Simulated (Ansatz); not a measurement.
**GeH2ClOF: molecular dynamics (part 5 of 5)**

GeH2ClOF; RKS PBE0-D4/def2-SVP (Ansatz 0.2.0). It belongs to a series of runs on one base structure; here: dynamics from the start.

Geometry of the input (Å):
```
Ge -0.1263  -0.1776  -0.0966
F  -0.1946  -0.0607  1.6280
Cl 1.8773  0.3681  -0.6116
O  -1.2654  0.9622  -0.7728
H  -1.0570  1.8845  -0.5833
H  -0.4956  -1.5834  -0.5403
```

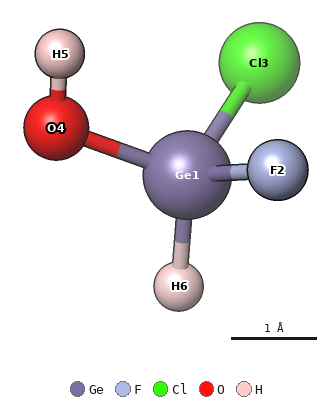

Fig. 1: The geometry at step 221 of the log (ball-and-stick view, seen at a tilt; atoms are numbered from 1 in the order of the input).

### Trajectory as extended XYZ, continued
```
6
Properties=species:S:1:pos:R:3:forces:R:3 step=191 time_fs=95.5 energy=-73809.44851 temperature=105.3
Ge   -0.1753   -0.2307   -0.1352   -0.4427  -0.2384   0.0119
F    -0.2906   -0.0011    1.5742    0.0636  -0.1280   0.0976
Cl    1.7734    0.3489   -0.6841    0.6580   0.1573  -0.0972
O    -1.3290    0.8761   -0.8310   -0.2074   0.1282  -0.0694
H    -1.2648    1.7685   -0.4630   -0.0050  -0.1258  -0.0719
H    -0.4539   -1.6756   -0.5594   -0.0666   0.2067   0.1290
6
Properties=species:S:1:pos:R:3:forces:R:3 step=194 time_fs=97.0 energy=-73809.43877 temperature=115.2
Ge   -0.1777   -0.2298   -0.1371   -0.3088  -0.5718   0.1096
F    -0.2930   -0.0022    1.5768    0.0601  -0.1513  -0.0286
Cl    1.7735    0.3499   -0.6823    0.6435   0.1800  -0.0913
O    -1.3323    0.8679   -0.8307   -0.3077   0.4340  -0.0660
H    -1.2684    1.7701   -0.4751   -0.0123  -0.3502  -0.1436
H    -0.4297   -1.6923   -0.5738   -0.0749   0.4594   0.2200
6
Properties=species:S:1:pos:R:3:forces:R:3 step=196 time_fs=98.0 energy=-73809.43160 temperature=102.1
Ge   -0.1796   -0.2293   -0.1383   -0.2018  -0.7137   0.2122
F    -0.2945   -0.0030    1.5792    0.0582  -0.1658  -0.1274
Cl    1.7732    0.3502   -0.6811    0.6342   0.1966  -0.0876
O    -1.3348    0.8624   -0.8306   -0.3708   0.5982  -0.0759
H    -1.2692    1.7698   -0.4827   -0.0207  -0.4534  -0.1758
H    -0.4132   -1.6983   -0.5810   -0.0991   0.5380   0.2545
6
Properties=species:S:1:pos:R:3:forces:R:3 step=198 time_fs=99.0 energy=-73809.42799 temperature=90.0
Ge   -0.1814   -0.2289   -0.1391   -0.0767  -0.7840   0.2951
F    -0.2961   -0.0042    1.5808    0.0543  -0.1759  -0.1949
Cl    1.7730    0.3508   -0.6804    0.6204   0.2131  -0.0810
O    -1.3370    0.8575   -0.8305   -0.4419   0.5229  -0.1672
H    -1.2687    1.7652   -0.4925   -0.0177  -0.3155  -0.1212
H    -0.3953   -1.6991   -0.5881   -0.1384   0.5393   0.2693
6
Properties=species:S:1:pos:R:3:forces:R:3 step=200 time_fs=100.0 energy=-73809.42701 temperature=123.5
Ge   -0.1836   -0.2288   -0.1401    0.0666  -0.7593   0.3795
F    -0.2971   -0.0066    1.5824    0.0481  -0.1840  -0.2615
Cl    1.7735    0.3514   -0.6800    0.5870   0.2259  -0.0686
O    -1.3397    0.8531   -0.8307   -0.5038   0.2590  -0.2995
H    -1.2673    1.7566   -0.5011   -0.0081   0.0074  -0.0110
H    -0.3770   -1.6940   -0.5957   -0.1898   0.4511   0.2610
6
Properties=species:S:1:pos:R:3:forces:R:3 step=203 time_fs=101.5 energy=-73809.42459 temperature=140.1
Ge   -0.1876   -0.2288   -0.1413    0.3297  -0.5460   0.5383
F    -0.2987   -0.0110    1.5852    0.0400  -0.1921  -0.3645
Cl    1.7766    0.3529   -0.6802    0.4772   0.2249  -0.0347
O    -1.3443    0.8472   -0.8313   -0.5858  -0.1197  -0.4708
H    -1.2652    1.7453   -0.5142    0.0102   0.4685   0.1361
H    -0.3542   -1.6773   -0.6029   -0.2714   0.1644   0.1956
6
Properties=species:S:1:pos:R:3:forces:R:3 step=205 time_fs=102.5 energy=-73809.42088 temperature=147.7
Ge   -0.1903   -0.2292   -0.1418    0.4935  -0.3757   0.6300
F    -0.3002   -0.0138    1.5871    0.0386  -0.1979  -0.4287
Cl    1.7795    0.3545   -0.6809    0.3788   0.2111  -0.0058
O    -1.3482    0.8429   -0.8317   -0.6228  -0.2727  -0.5383
H    -1.2664    1.7399   -0.5227    0.0207   0.6606   0.1931
H    -0.3448   -1.6666   -0.6071   -0.3088  -0.0254   0.1497
6
Properties=species:S:1:pos:R:3:forces:R:3 step=207 time_fs=103.5 energy=-73809.41708 temperature=168.9
Ge   -0.1930   -0.2297   -0.1421    0.6361  -0.2214   0.6849
F    -0.3021   -0.0160    1.5884    0.0372  -0.2047  -0.4766
Cl    1.7826    0.3564   -0.6814    0.2786   0.1981   0.0234
O    -1.3534    0.8382   -0.8321   -0.6280  -0.2430  -0.5308
H    -1.2684    1.7378   -0.5309    0.0179   0.6476   0.1826
H    -0.3338   -1.6582   -0.6130   -0.3418  -0.1766   0.1165
6
Properties=species:S:1:pos:R:3:forces:R:3 step=209 time_fs=104.5 energy=-73809.41288 temperature=161.6
Ge   -0.1953   -0.2300   -0.1424    0.7721  -0.0843   0.7211
F    -0.3037   -0.0179    1.5895    0.0356  -0.2126  -0.5162
Cl    1.7860    0.3586   -0.6824    0.1812   0.1883   0.0530
O    -1.3590    0.8333   -0.8327   -0.6123   0.0034  -0.4530
H    -1.2682    1.7401   -0.5409   -0.0027   0.4114   0.1025
H    -0.3204   -1.6505   -0.6209   -0.3740  -0.3062   0.0926
6
Properties=species:S:1:pos:R:3:forces:R:3 step=212 time_fs=106.0 energy=-73809.40363 temperature=137.0
Ge   -0.1986   -0.2303   -0.1426    0.9254   0.0234   0.7185
F    -0.3039   -0.0218    1.5910    0.0304  -0.2225  -0.5601
Cl    1.7903    0.3620   -0.6843    0.0548   0.1730   0.0920
O    -1.3677    0.8259   -0.8343   -0.5253   0.8930  -0.1865
H    -1.2660    1.7542   -0.5552   -0.0870  -0.4760  -0.1585
H    -0.3069   -1.6430   -0.6365   -0.3982  -0.3908   0.0947
6
Properties=species:S:1:pos:R:3:forces:R:3 step=214 time_fs=107.0 energy=-73809.39407 temperature=127.0
Ge   -0.2003   -0.2305   -0.1421    0.9825   0.0519   0.6597
F    -0.3040   -0.0245    1.5914    0.0279  -0.2224  -0.5570
Cl    1.7927    0.3643   -0.6858   -0.0238   0.1584   0.1157
O    -1.3735    0.8217   -0.8355   -0.4452   1.3600  -0.0434
H    -1.2639    1.7624   -0.5642   -0.1429  -0.9558  -0.2847
H    -0.3039   -1.6409   -0.6449   -0.3986  -0.3921   0.1098
6
Properties=species:S:1:pos:R:3:forces:R:3 step=216 time_fs=108.0 energy=-73809.39391 temperature=136.1
Ge   -0.2018   -0.2307   -0.1411    0.9895   0.0887   0.5464
F    -0.3046   -0.0280    1.5914    0.0246  -0.2171  -0.5335
Cl    1.7951    0.3667   -0.6870   -0.1011   0.1425   0.1396
O    -1.3800    0.8185   -0.8375   -0.3626   1.3645   0.0074
H    -1.2651    1.7619   -0.5736   -0.1583  -0.9999  -0.2899
H    -0.3039   -1.6389   -0.6537   -0.3922  -0.3787   0.1299
6
Properties=species:S:1:pos:R:3:forces:R:3 step=218 time_fs=109.0 energy=-73809.40380 temperature=175.6
Ge   -0.2032   -0.2308   -0.1401    0.9601   0.1243   0.3878
F    -0.3050   -0.0311    1.5907    0.0183  -0.2074  -0.4956
Cl    1.7974    0.3690   -0.6886   -0.1793   0.1271   0.1632
O    -1.3874    0.8163   -0.8406   -0.2895   0.8294  -0.0378
H    -1.2682    1.7494   -0.5802   -0.1264  -0.5191  -0.1713
H    -0.3045   -1.6374   -0.6623   -0.3833  -0.3543   0.1538
6
Properties=species:S:1:pos:R:3:forces:R:3 step=221 time_fs=110.5 energy=-73809.40279 temperature=177.4
Ge   -0.2051   -0.2314   -0.1393    0.9051   0.0563   0.0978
F    -0.3045   -0.0369    1.5885    0.0065  -0.1877  -0.4210
Cl    1.8013    0.3720   -0.6914   -0.3033   0.0996   0.1961
O    -1.3989    0.8130   -0.8452   -0.2659  -0.6328  -0.2774
H    -1.2722    1.7203   -0.5953    0.0120   0.8733   0.1798
H    -0.3095   -1.6414   -0.6755   -0.3544  -0.2087   0.2246
6
Properties=species:S:1:pos:R:3:forces:R:3 step=223 time_fs=111.5 energy=-73809.39646 temperature=172.2
Ge   -0.2059   -0.2317   -0.1391    0.8404  -0.0348  -0.1057
F    -0.3043   -0.0418    1.5866    0.0042  -0.1739  -0.3583
Cl    1.8032    0.3739   -0.6936   -0.3691   0.0810   0.2135
O    -1.4067    0.8105   -0.8472   -0.2159  -1.1101  -0.3151
H    -1.2730    1.7107   -0.6031    0.0600   1.3128   0.2799
H    -0.3189   -1.6457   -0.6854   -0.3195  -0.0750   0.2856
6
Properties=species:S:1:pos:R:3:forces:R:3 step=225 time_fs=112.5 energy=-73809.40531 temperature=177.8
Ge   -0.2061   -0.2329   -0.1388    0.7376  -0.0433  -0.2719
F    -0.3040   -0.0470    1.5849    0.0078  -0.1592  -0.3026
Cl    1.8049    0.3756   -0.6956   -0.4292   0.0575   0.2272
O    -1.4151    0.8076   -0.8492   -0.0584  -0.8962  -0.1636
H    -1.2707    1.7125   -0.6092    0.0185   1.0406   0.1940
H    -0.3337   -1.6490   -0.6894   -0.2763   0.0005   0.3168
6
Properties=species:S:1:pos:R:3:forces:R:3 step=227 time_fs=113.5 energy=-73809.41957 temperature=194.9
Ge   -0.2057   -0.2339   -0.1386    0.6172   0.0514  -0.3880
F    -0.3042   -0.0518    1.5834    0.0167  -0.1438  -0.2442
Cl    1.8060    0.3772   -0.6977   -0.4717   0.0340   0.2365
O    -1.4230    0.8046   -0.8514    0.1914  -0.0134   0.1344
H    -1.2699    1.7277   -0.6155   -0.1195   0.0853  -0.0476
H    -0.3521   -1.6479   -0.6883   -0.2341  -0.0135   0.3088
6
Properties=species:S:1:pos:R:3:forces:R:3 step=230 time_fs=115.0 energy=-73809.40822 temperature=190.8
Ge   -0.2045   -0.2356   -0.1383    0.4158   0.1956  -0.5818
F    -0.3050   -0.0596    1.5800    0.0325  -0.1185  -0.1263
Cl    1.8072    0.3796   -0.7008   -0.5225  -0.0001   0.2471
O    -1.4351    0.7997   -0.8537    0.5363   1.1338   0.4903
H    -1.2755    1.7521   -0.6258   -0.2950  -1.1836  -0.3241
H    -0.3817   -1.6465   -0.6854   -0.1671  -0.0272   0.2948
6
Properties=species:S:1:pos:R:3:forces:R:3 step=232 time_fs=116.0 energy=-73809.40780 temperature=184.5
Ge   -0.2034   -0.2363   -0.1381    0.2619   0.2305  -0.7218
F    -0.3056   -0.0652    1.5778    0.0435  -0.0956  -0.0445
Cl    1.8080    0.3815   -0.7026   -0.5559  -0.0239   0.2513
O    -1.4426    0.7980   -0.8546    0.6708   1.1615   0.5544
H    -1.2804    1.7543   -0.6345   -0.3081  -1.2840  -0.3316
H    -0.4040   -1.6488   -0.6794   -0.1121   0.0114   0.2922
6
Properties=species:S:1:pos:R:3:forces:R:3 step=234 time_fs=117.0 energy=-73809.42353 temperature=216.5
Ge   -0.2021   -0.2368   -0.1380    0.0966   0.2248  -0.8544
F    -0.3065   -0.0712    1.5755    0.0544  -0.0660   0.0386
Cl    1.8085    0.3835   -0.7042   -0.5857  -0.0476   0.2516
O    -1.4494    0.7976   -0.8550    0.7034   0.5593   0.4820
H    -1.2895    1.7438   -0.6457   -0.2178  -0.7532  -0.2040
H    -0.4278   -1.6540   -0.6676   -0.0508   0.0827   0.2862
6
Properties=species:S:1:pos:R:3:forces:R:3 step=236 time_fs=118.0 energy=-73809.43031 temperature=201.0
Ge   -0.2008   -0.2374   -0.1383   -0.0525   0.2290  -0.9538
F    -0.3067   -0.0778    1.5735    0.0646  -0.0354   0.1064
Cl    1.8092    0.3852   -0.7061   -0.6164  -0.0707   0.2517
O    -1.4552    0.7973   -0.8554    0.6529  -0.4857   0.3200
H    -1.3015    1.7261   -0.6582   -0.0550   0.2292   0.0079
H    -0.4509   -1.6584   -0.6540    0.0063   0.1335   0.2678
6
Properties=species:S:1:pos:R:3:forces:R:3 step=239 time_fs=119.5 energy=-73809.41425 temperature=162.6
Ge   -0.1985   -0.2384   -0.1394   -0.2304   0.3115  -1.0187
F    -0.3067   -0.0866    1.5706    0.0833   0.0060   0.1843
Cl    1.8109    0.3874   -0.7091   -0.6577  -0.1022   0.2506
O    -1.4628    0.7960   -0.8550    0.6100  -1.6473   0.1547
H    -1.3182    1.7093   -0.6733    0.1251   1.3087   0.2236
H    -0.4808   -1.6608   -0.6306    0.0697   0.1233   0.2056
6
Properties=species:S:1:pos:R:3:forces:R:3 step=241 time_fs=120.5 energy=-73809.41397 temperature=191.9
Ge   -0.1971   -0.2391   -0.1407   -0.3135   0.3537  -1.0167
F    -0.3059   -0.0921    1.5688    0.0976   0.0343   0.2230
Cl    1.8125    0.3891   -0.7112   -0.6898  -0.1242   0.2486
O    -1.4675    0.7942   -0.8540    0.6743  -1.5972   0.1869
H    -1.3251    1.7108   -0.6800    0.1242   1.2179   0.2033
H    -0.4987   -1.6637   -0.6111    0.1072   0.1155   0.1549
6
Properties=species:S:1:pos:R:3:forces:R:3 step=243 time_fs=121.5 energy=-73809.41928 temperature=220.9
Ge   -0.1959   -0.2402   -0.1425   -0.3700   0.4322  -0.9676
F    -0.3044   -0.0979    1.5672    0.1126   0.0645   0.2475
Cl    1.8144    0.3910   -0.7130   -0.7267  -0.1487   0.2451
O    -1.4723    0.7919   -0.8524    0.7796  -1.1424   0.2749
H    -1.3326    1.7188   -0.6847    0.0710   0.7193   0.1165
H    -0.5152   -1.6662   -0.5868    0.1335   0.0751   0.0836
6
Properties=species:S:1:pos:R:3:forces:R:3 step=245 time_fs=122.5 energy=-73809.41859 temperature=226.5
Ge   -0.1948   -0.2410   -0.1446   -0.4110   0.5160  -0.9070
F    -0.3029   -0.1030    1.5650    0.1298   0.0986   0.2825
Cl    1.8165    0.3929   -0.7151   -0.7643  -0.1749   0.2409
O    -1.4768    0.7890   -0.8509    0.8980  -0.4201   0.3848
H    -1.3394    1.7316   -0.6902   -0.0105  -0.0365  -0.0035
H    -0.5331   -1.6677   -0.5592    0.1580   0.0169   0.0022
6
Properties=species:S:1:pos:R:3:forces:R:3 step=248 time_fs=124.0 energy=-73809.39962 temperature=213.8
Ge   -0.1929   -0.2419   -0.1479   -0.4876   0.5780  -0.8025
F    -0.3016   -0.1102    1.5624    0.1585   0.1511   0.3109
Cl    1.8186    0.3968   -0.7185   -0.8089  -0.2081   0.2330
O    -1.4836    0.7843   -0.8486    1.0169   0.2651   0.4645
H    -1.3486    1.7440   -0.6994   -0.0771  -0.7605  -0.0998
H    -0.5572   -1.6720   -0.5174    0.1982  -0.0256  -0.1062
6
Properties=species:S:1:pos:R:3:forces:R:3 step=250 time_fs=125.0 energy=-73809.38888 temperature=178.0
Ge   -0.1916   -0.2423   -0.1502   -0.5221   0.5879  -0.7249
F    -0.3007   -0.1156    1.5609    0.1763   0.1857   0.3182
Cl    1.8198    0.3992   -0.7212   -0.8341  -0.2242   0.2284
O    -1.4870    0.7816   -0.8465    1.0381   0.3191   0.4460
H    -1.3510    1.7441   -0.7088   -0.0764  -0.8218  -0.0960
H    -0.5691   -1.6746   -0.4918    0.2182  -0.0466  -0.1717
```
